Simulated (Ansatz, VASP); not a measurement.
**Cross-check of Te2Mo between VASP and Ansatz**

Aim: how closely do two programs agree when they are given the same cell, functional and k mesh?

Method: plane waves, with VASP 6.6.1 beside it; band structure at PBE, spin-orbit coupling and single point at PBE, in Ansatz 0.2.0.

**1. The starting structure**

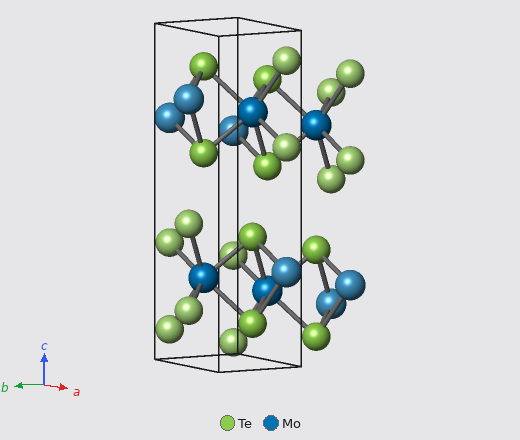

Start, viewed from a free direction; tellurium green, molybdenum blue. 2×1×1 cells are drawn. Some periodic images of atoms are drawn too.

Structure file:

```cif
data_structure
_symmetry_space_group_name_H-M 'P 1'
_symmetry_Int_Tables_number 1
_cell_length_a 3.5182
_cell_length_b 3.5182
_cell_length_c 13.9736
_cell_angle_alpha 90.000
_cell_angle_beta 90.000
_cell_angle_gamma 120.000
_cell_volume 149.79
loop_
_atom_site_label
_atom_site_type_symbol
_atom_site_fract_x
_atom_site_fract_y
_atom_site_fract_z
_atom_site_occupancy
Te1 Te 0.33333 0.66667 0.62100 1
Te2 Te 0.66667 0.33333 0.12100 1
Te3 Te 0.33333 0.66667 0.87900 1
Te4 Te 0.66667 0.33333 0.37900 1
Mo5 Mo 0.33333 0.66667 0.25000 1
Mo6 Mo 0.66667 0.33333 0.75000 1
```

**2. VASP: band structure, PBE, spin-orbit coupling**

Levels along a path test the potential and the projectors away from the mesh points.

Lines of VASP's logs that name or quote its potential files are left out, and so is its time.

INCAR reads:

```
SYSTEM = Te2Mo
PREC = Accurate
ENCUT = 370
EDIFF = 1E-08
NELM = 100
ISMEAR = 0
SIGMA = 0.01
LREAL = .FALSE.
ALGO = Normal
GGA = PE
LNONCOLLINEAR = .TRUE.
MAGMOM = 0 0 0 0 0 0 0 0 0 0 0 0 0 0 0 0 0 0
NBANDS = 64
GGA_COMPAT = .FALSE.
LASPH = .TRUE.
LSORBIT = .TRUE.
LMAXMIX = 4
LORBIT = 11
LWAVE = .TRUE.
LCHARG = .FALSE.
KPAR = 4
```

POSCAR reads:

```
Te2Mo
1.0
    3.5182000000      0.0000000000      0.0000000000
   -1.7591000000      3.0468505756      0.0000000000
    0.0000000000      0.0000000000     13.9736000000
Te Mo
4 2
Direct
    0.3333333333      0.6666666667      0.6210000000
    0.6666666667      0.3333333333      0.1210000000
    0.3333333333      0.6666666667      0.8790000000
    0.6666666667      0.3333333333      0.3790000000
    0.3333333333      0.6666666667      0.2500000000
    0.6666666667      0.3333333333      0.7500000000
```

KPOINTS reads:

```
Automatic mesh
0
Gamma
6 6 1
0 0 0
```

KPOINTS_OPT reads:

```
Line mode
12
Line-mode
Reciprocal
  0.00000000   0.00000000   0.00000000 GAMMA
  0.50000000   0.00000000   0.00000000 M

  0.50000000   0.00000000   0.00000000 M
  0.33333333   0.33333333   0.00000000 K

  0.33333333   0.33333333   0.00000000 K
  0.00000000   0.00000000   0.00000000 GAMMA

  0.00000000   0.00000000   0.00000000 GAMMA
  0.00000000   0.00000000   0.50000000 A

  0.00000000   0.00000000   0.50000000 A
  0.50000000   0.00000000   0.50000000 L

  0.50000000   0.00000000   0.50000000 L
  0.33333333   0.33333333   0.50000000 H

  0.33333333   0.33333333   0.50000000 H
  0.00000000   0.00000000   0.50000000 A

  0.50000000   0.00000000   0.50000000 L
  0.50000000   0.00000000   0.00000000 M

  0.33333333   0.33333333   0.00000000 K
  0.33333333   0.33333333   0.50000000 H
```

The projector-augmented-wave data sets are Te_GW and Mo_sv_GW (PBE family, release 64).

Command:

```
$ mpirun -np 8 vasp_ncl
```

Numbers of over 12 decimals in the logs are rounded to 6 here.

Log:

```text
[banner, memory and clock lines left out]
running    8 mpi-ranks, on    1 nodes
 distrk:  each k-point on    2 cores,    4 groups
 distr:  one band on    1 cores,    2 groups

 POSCAR found type information on POSCAR TeMo
 POSCAR found :  2 types and       6 ions
|                                                                             |
|           W    W    AA    RRRRR   N    N  II  N    N   GGGG   !!!           |
|           W    W   A  A   R    R  NN   N  II  NN   N  G    G  !!!           |
|           W    W  A    A  R    R  N N  N  II  N N  N  G       !!!           |
|           W WW W  AAAAAA  RRRRR   N  N N  II  N  N N  G  GGG   !            |
|           WW  WW  A    A  R   R   N   NN  II  N   NN  G    G                |
|           W    W  A    A  R    R  N    N  II  N    N   GGGG   !!!           |
|                                                                             |
|     For optimal performance we recommend to set                             |
|       NCORE = 2 up to number-of-cores-per-socket                            |
|     NCORE specifies how many cores store one orbital (NPAR=cpu/NCORE).      |
|     This setting can greatly improve the performance of VASP for DFT.       |
|     The default, NCORE=1 might be grossly inefficient on modern             |
|     multi-core architectures or massively parallel machines. Do your        |
|     Unfortunately you need to use the default for GW and RPA                |
|     calculations (for HF NCORE is supported but not extensively tested      |
|     yet).                                                                   |
|                                                                             |

 LDA part: xc-table for (Slater+PW92), standard interpolation
 POSCAR, INCAR and KPOINTS ok, starting setup
 FFT: planning ... GRIDC
 FFT: planning ... GRID_SOFT
 FFT: planning ... GRID
 WAVECAR not read
 entering main loop
       N       E                     dE             d eps       ncg     rms          rms(c)
DAV:   1     0.447782275750E+03    0.44778E+03   -0.21665E+04  1064   0.116E+03
DAV:   2     0.121243002813E+02   -0.43566E+03   -0.42232E+03  1448   0.493E+02
DAV:   3    -0.390044947712E+02   -0.51129E+02   -0.50264E+02  1376   0.160E+02
DAV:   4    -0.425806998892E+02   -0.35762E+01   -0.35211E+01  1528   0.464E+01
DAV:   5    -0.428018833954E+02   -0.22118E+00   -0.21810E+00  1496   0.105E+01    0.125E+01
DAV:   6    -0.405375477107E+02    0.22643E+01   -0.44099E+01  1560   0.404E+01    0.838E+00
DAV:   7    -0.383468646885E+02    0.21907E+01   -0.14275E+01  1520   0.245E+01    0.359E+00
DAV:   8    -0.383837569767E+02   -0.36892E-01   -0.14116E+00  1384   0.629E+00    0.139E+00
DAV:   9    -0.383622574672E+02    0.21500E-01   -0.18068E-01  1504   0.295E+00    0.503E-01
DAV:  10    -0.383628875014E+02   -0.63003E-03   -0.14172E-02  1480   0.794E-01    0.242E-01
DAV:  11    -0.383622636609E+02    0.62384E-03   -0.34025E-03  1504   0.573E-01    0.674E-02
DAV:  12    -0.383622989454E+02   -0.35285E-04   -0.45607E-04  1488   0.115E-01    0.294E-02
DAV:  13    -0.383623088038E+02   -0.98584E-05   -0.52800E-05  1432   0.422E-02    0.110E-02
DAV:  14    -0.383623109101E+02   -0.21063E-05   -0.11254E-05  1448   0.191E-02    0.343E-03
DAV:  15    -0.383623116848E+02   -0.77468E-06   -0.20330E-06  1264   0.783E-03    0.163E-03
DAV:  16    -0.383623120097E+02   -0.32494E-06   -0.66679E-07  1328   0.407E-03    0.993E-04
DAV:  17    -0.383623120871E+02   -0.77407E-07   -0.98038E-08  1264   0.206E-03    0.338E-04
DAV:  18    -0.383623121452E+02   -0.58045E-07   -0.38703E-08  1160   0.101E-03    0.163E-04
DAV:  19    -0.383623121516E+02   -0.64474E-08   -0.32362E-09   784   0.554E-04
   1 F= -.38362312E+02 E0= -.38362312E+02  d E =-.214812E-24  mag=    -0.0000     0.0000     0.0000
 Start KPOINTS_OPT (optional k-point list driver)
k-point batch [1-7\108]
       N       E                     dE             ncg
DAV:   1     0.107155344688E+04   -0.55107E+03     1064
DAV:   2    -0.231397185304E+04   -0.33855E+04     1496
DAV:   3    -0.272611979934E+04   -0.41215E+03     1320
DAV:   4    -0.276443885883E+04   -0.38319E+02     1592
DAV:   5    -0.276724190564E+04   -0.28030E+01     1536
DAV:   6    -0.276765319595E+04   -0.41129E+00     1560
DAV:   7    -0.276771014793E+04   -0.56952E-01     1600
DAV:   8    -0.276772017806E+04   -0.10030E-01     1584
DAV:   9    -0.276772168250E+04   -0.15044E-02     1544
DAV:  10    -0.276772195056E+04   -0.26806E-03     1496
DAV:  11    -0.276772199722E+04   -0.46656E-04     1272
DAV:  12    -0.276772200624E+04   -0.90194E-05     1184
DAV:  13    -0.276772200793E+04   -0.16934E-05      976
DAV:  14    -0.276772200828E+04   -0.35216E-06     1024
DAV:  15    -0.276772200835E+04   -0.66925E-07      840
[...]
DAV:   9    -0.274601747371E+04   -0.23052E-02     1552
DAV:  10    -0.274601790374E+04   -0.43003E-03     1496
DAV:  11    -0.274601798187E+04   -0.78127E-04     1344
DAV:  12    -0.274601799663E+04   -0.14760E-04     1152
DAV:  13    -0.274601799937E+04   -0.27451E-05      952
DAV:  14    -0.274601799990E+04   -0.52592E-06      952
DAV:  15    -0.274601799999E+04   -0.93758E-07      872
DAV:  16    -0.274601800001E+04   -0.16423E-07      872
DAV:  17    -0.274601800001E+04   -0.33424E-08      784
[...]
k-point batch [106-108\108]
       N       E                     dE             ncg
DAV:   1     0.674101288256E+04   -0.48131E+04      480
DAV:   2     0.552588385939E+04   -0.12151E+04      616
DAV:   3     0.539339264310E+04   -0.13249E+03      576
DAV:   4     0.537977419267E+04   -0.13618E+02      664
DAV:   5     0.537855690106E+04   -0.12173E+01      616
DAV:   6     0.537833212747E+04   -0.22477E+00      688
DAV:   7     0.537828830929E+04   -0.43818E-01      584
DAV:   8     0.537827678195E+04   -0.11527E-01      688
DAV:   9     0.537827379192E+04   -0.29900E-02      616
DAV:  10     0.537827303583E+04   -0.75610E-03      680
DAV:  11     0.537827285445E+04   -0.18137E-03      480
DAV:  12     0.537827281265E+04   -0.41804E-04      424
DAV:  13     0.537827280332E+04   -0.93285E-05      336
DAV:  14     0.537827280132E+04   -0.19949E-05      336
DAV:  15     0.537827280091E+04   -0.41926E-06      336
DAV:  16     0.537827280082E+04   -0.86015E-07      336
DAV:  17     0.537827280080E+04   -0.18016E-07      336
DAV:  18     0.537827280080E+04   -0.34133E-08      336
 writing wavefunctions
```

From OUTCAR (step 2):

```text
ion  position               nearest neighbor table
   1  0.333  0.667  0.621-   6 2.72   6 2.72   6 2.72   3 3.61
   2  0.667  0.333  0.121-   5 2.72   5 2.72   5 2.72   4 3.61
   3  0.333  0.667  0.879-   6 2.72   6 2.72   6 2.72   1 3.61
   4  0.667  0.333  0.379-   5 2.72   5 2.72   5 2.72   2 3.61
   5  0.333  0.667  0.250-   2 2.72   4 2.72   2 2.72   4 2.72   2 2.72   4 2.72
   6  0.667  0.333  0.750-   1 2.72   3 2.72   1 2.72   3 2.72   1 2.72   3 2.72

  LATTYP: Found a hexagonal cell.
 ALAT       =     3.5182000000
 C/A-ratio  =     3.9718037633

 Subroutine GETGRP returns: Found 24 space group operations
 (whereof 12 operations were pure point group operations)

The static configuration has the point symmetry D_3d.
 The point group associated with its full space group is D_6h.

 Found      7 irreducible k-points:

   k-points           NKPTS =      7   k-points in BZ     NKDIM =      7   number of bands    NBANDS=     64

   dimension x,y,z NGX =    24 NGY =   24 NGZ =   90
   dimension x,y,z NGXF=    48 NGYF=   48 NGZF=  180

   ENCUT  =  370.0 eV  27.19 Ry    5.21 a.u.   5.52  5.52 21.92*2*pi/ulx,y,z

   NELECT =      52.0000    total number of electrons

 k-points in reciprocal lattice and weights: Automatic mesh
   0.00000000  0.00000000  0.00000000       0.028
   0.16666667  0.00000000  0.00000000       0.167
   0.33333333  0.00000000  0.00000000       0.167
   0.50000000  0.00000000  0.00000000       0.083
   0.16666667  0.16666667  0.00000000       0.167
   0.33333333  0.16666667  0.00000000       0.333
   0.33333333  0.33333333  0.00000000       0.056

 average (electrostatic) potential at core
       1 -86.1673       2 -86.1673       3 -86.1673       4 -86.1673       5 -98.5762
       6 -98.5762

 E-fermi :   8.2209

 k-point     1 :       0.0000    0.0000    0.0000
  band No.  band energies     occupation
    ...
     48       7.2228      1.00000
     49       7.7769      1.00000
     50       7.7769      1.00000
     51       8.1516      1.00000
     52       8.1516      1.00000
     53      10.6948      0.00000
     54      10.6950      0.00000
     55      10.8240      0.00000
     56      10.8247      0.00000
     57      10.9609      0.00000
    ...

 k-point     2 :       0.1667    0.0000    0.0000
  band No.  band energies     occupation
    ...
     48       7.1481      1.00000
     49       7.7063      1.00000
     50       7.7063      1.00000
     51       7.8440      1.00000
     52       7.8440      1.00000
     53       9.9061      0.00000
     54       9.9062      0.00000
     55      10.1257      0.00000
     56      10.1259      0.00000
     57      10.1904      0.00000
    ...

 k-point     3 :       0.3333    0.0000    0.0000
  band No.  band energies     occupation
    ...
     48       7.0505      1.00000
     49       7.2786      1.00000
     50       7.2786      1.00000
     51       7.4128      1.00000
     52       7.4128      1.00000
     53       9.2510      0.00000
     54       9.2510      0.00000
     55       9.6056      0.00000
     56       9.6056      0.00000
     57       9.8359      0.00000
    ...

  Total        2.3114353      2.3114353      3.3702051      0.0000000      0.0000000     -0.0000000
  in kB       24.7236361     24.7236361     36.0484772      0.0000000      0.0000000     -0.0000000
  external PRESSURE =      28.4985831 kB  Pullay stress =       0.0000000 kB

  energy-cutoff  :      370.00
  volume of cell :      149.79
      direct lattice vectors                 reciprocal lattice vectors
     3.518200000  0.000000000  0.000000000     0.284236257  0.164103880  0.000000000
    -1.759100000  3.046850576  0.000000000     0.000000000  0.328207759  0.000000000
     0.000000000  0.000000000 13.973600000     0.000000000  0.000000000  0.071563520

 POSITION                                       TOTAL-FORCE (eV/Angst)
 -----------------------------------------------------------------------------------
     -0.00000      2.03123      8.67761         0.000000      0.000000     -0.147031
      1.75910      1.01562      1.69081        -0.000000     -0.000000     -0.147031
     -0.00000      2.03123     12.28279         0.000000      0.000000      0.147031
      1.75910      1.01562      5.29599        -0.000000     -0.000000      0.147031
     -0.00000      2.03123      3.49340         0.000000     -0.000000      0.000000
      1.75910      1.01562     10.48020        -0.000000      0.000000      0.000000
 -----------------------------------------------------------------------------------
    total drift:                               -0.000000      0.000000     -0.000000

  FREE ENERGIE OF THE ION-ELECTRON SYSTEM (eV)
  ---------------------------------------------------
  free  energy   TOTEN  =       -38.3623121516 eV

  energy  without entropy=      -38.3623121516  energy(sigma->0) =      -38.36231215

 Spin-Orbit-Coupling matrix elements
 Ion:    1  E_soc:     -0.2530693
 Ion:    2  E_soc:     -0.2530693
 Ion:    3  E_soc:     -0.2530693
 Ion:    4  E_soc:     -0.2530693
 Ion:    5  E_soc:     -0.3396279
 Ion:    6  E_soc:     -0.3396279

 total charge
# of ion       s       p       d       f       tot
--------------------------------------------------
    1        1.608   2.539   0.123   0.000   4.270
    2        1.608   2.539   0.123   0.000   4.270
    3        1.608   2.539   0.123   0.000   4.270
    4        1.608   2.539   0.123   0.000   4.270
    5        2.091   5.992   3.148   0.013  11.243
    6        2.091   5.992   3.148   0.013  11.243
--------------------------------------------------
tot         10.611  22.142   6.788   0.026  39.566

 magnetization (x)
# of ion       s       p       d       f       tot
--------------------------------------------------
    1        0.000  -0.000   0.000   0.000  -0.000
    2        0.000   0.000  -0.000   0.000   0.000
    3        0.000   0.000  -0.000   0.000   0.000
    4        0.000  -0.000   0.000   0.000  -0.000
    5       -0.000   0.000   0.000  -0.000   0.000
    6        0.000  -0.000   0.000  -0.000   0.000
--------------------------------------------------
tot          0.000   0.000   0.000  -0.000   0.000

 magnetization (y)
# of ion       s       p       d       f       tot
--------------------------------------------------
    1        0.000  -0.000   0.000   0.000  -0.000
    2       -0.000   0.000   0.000   0.000  -0.000
    3       -0.000   0.000   0.000   0.000   0.000
    4        0.000  -0.000   0.000   0.000  -0.000
    5        0.000  -0.000  -0.000   0.000  -0.000
    6        0.000  -0.000  -0.000   0.000  -0.000
--------------------------------------------------
tot          0.000  -0.000   0.000   0.000  -0.000

 magnetization (z)
# of ion       s       p       d       f       tot
--------------------------------------------------
    1        0.000   0.000   0.000   0.000   0.000
    2        0.000   0.000   0.000   0.000   0.000
    3        0.000   0.000   0.000   0.000   0.000
    4        0.000   0.000   0.000   0.000   0.000
    5        0.000   0.000   0.000   0.000   0.000
    6        0.000   0.000   0.000   0.000   0.000
--------------------------------------------------
tot          0.000   0.000   0.000   0.000   0.000

[... 3 further parts left out ...]
```

The run ends at a pressure of 2.85 GPa, with forces up to 0.15 eV/Å.

(Continued in part 2 of 2.)

[Lines on the potential files, build, host, timing and source positions are cut from VASP's logs without a mark.]

[Logs are printed without paths, hosts, clocks, repeated set-up lines and the standing remarks that a program may print on its own settings, such as how far it seeks lower states.]

[Hosts, paths, dates, database ids (printed as entryN), source tags and the programs' standing remarks are cut or masked in the printed files.]
